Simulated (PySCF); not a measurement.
# C4H11FSi3: what the fields show

The calculation's input:

```
{"job": {"kind": "nmr", "xc": "PBE0", "basis": "pcSseg-1"}, "charge": 0, "multiplicity": 1}
C      2.950493     0.125375     0.793788
Si     1.844101     0.980355    -0.486521
C      0.079435     0.332278    -0.318745
C     -0.538232    -0.299278    -1.320795
C     -1.937096    -0.842091    -1.279051
Si    -2.675911    -0.745664     0.489602
Si    -0.926411     0.513205     1.274932
F     -0.102375    -0.152339     2.508482
H      3.006713    -0.945526     0.618283
H      2.565406     0.272894     1.798293
H      3.962268     0.518846     0.765247
H      2.338165     0.714814    -1.846572
H      1.831754     2.433324    -0.253227
H     -0.025439    -0.449420    -2.266700
H     -1.926346    -1.861328    -1.673074
H     -2.545724    -0.267489    -1.983377
H     -2.877209    -2.105887     1.005564
H     -3.997213    -0.107394     0.432148
H     -1.036181     1.894577     1.734263
```

Launched as:

```sh
OMP_NUM_THREADS=1 python probes_run.py task.json out
```

Geometry: GFN2-xTB.

Computed with PBE0/pcSseg-1, SCF density, gas phase, non-relativistic in PySCF 2.14.0.

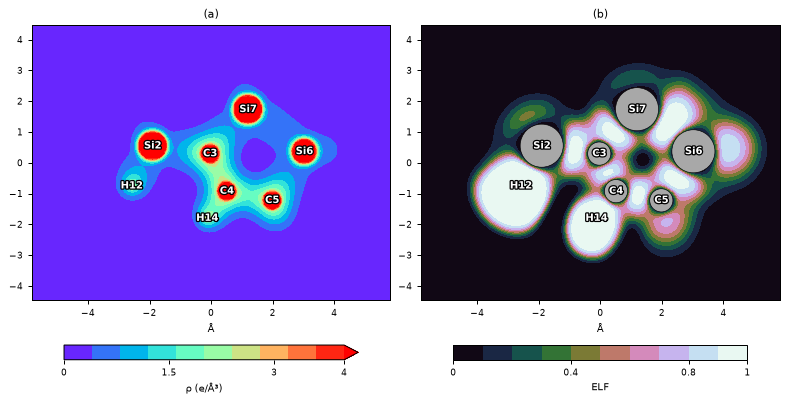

Figure 1. (a) total electron density; (b) ELF on the plane of atoms C3, C4 and H14. Grey discs cover the atomic cores in the ELF map.

Question: What do the fields say about this system?

Answer: The section cuts through Si, C and H sites. C–C (1.34 Å): ρ is about 2.3 e/Å³ halfway; the ELF peaks at about 0.90 between the atoms; a short, multiple covalent bond. C–Si (1.89 Å): the density is about 0.91 e/Å³ at the midpoint; the ELF peaks at about 0.95 between the atoms, as expected for a shared electron pair. Si–Si (2.29 Å): the density is about 0.69 e/Å³ at the midpoint; the ELF peaks at about 1 between the atoms; a shared electron pair. C–H (1.09 Å): ρ at the midpoint is about 2 e/Å³; the ELF climbs to about 1 towards the hydrogen, as it does in any bond to H: a covalent bond by its length. C–C (1.50 Å): ρ is about 1.7 e/Å³ halfway; the ELF peaks at about 0.95 between the atoms, as expected for localised, covalent bonding.

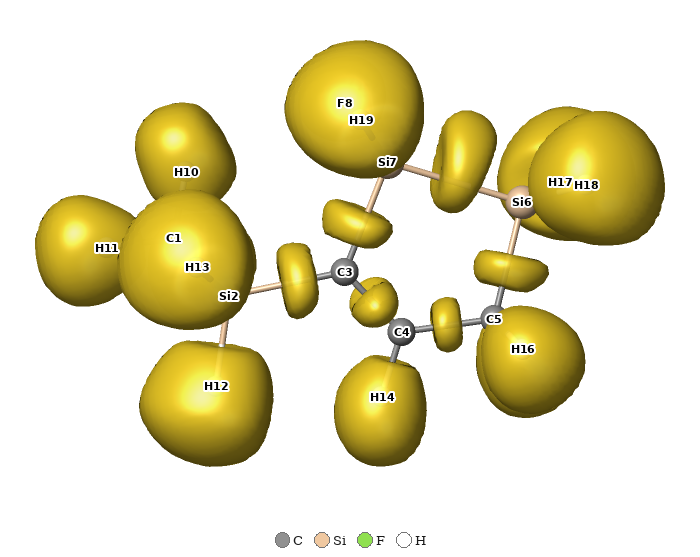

Figure 2. Isosurface of the electron localisation function at 0.8 (yellow), seen across its widest extent. Only the valence region is drawn (cores and ρ < 0.01 e/Å³ removed).

Question: Identify the bonds, lone pairs and shells in this picture.

Answer: At this value the surface marks out two regions between bonded C–C atoms (shared pairs), four regions between bonded C–Si atoms (shared pairs), one region between bonded Si–Si atoms (shared pairs), eleven regions around hydrogen nuclei and one region wrapped around F (its lone pairs, merged into a ring or cap).


 Si–F (1.63 Å): the ELF peaks at about 0.85 in the valence shell of F, 0.6 Å from its nucleus, and is about 0.50 at the midpoint.

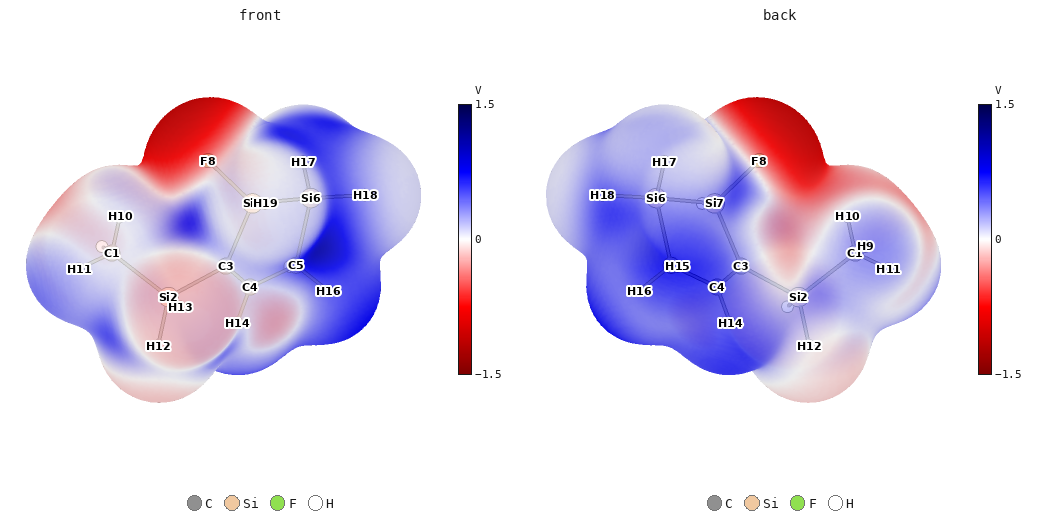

Figure 3. The electrostatic potential painted on the density surface at 0.001 e/bohr³, seen from the front and from behind; red is negative and blue positive.

Question: Which sites attract a positive test charge, and which a negative one?

Answer: A positive charge is drawn to the negative regions and a negative charge to the positive ones. The most negative region (about −1.1 V) lies over F8, the most positive (about +0.9 V) over Si6 and Si7.

Question: How polar is the molecule by this calculation?

Answer: Its dipole moment is 2.01 D.
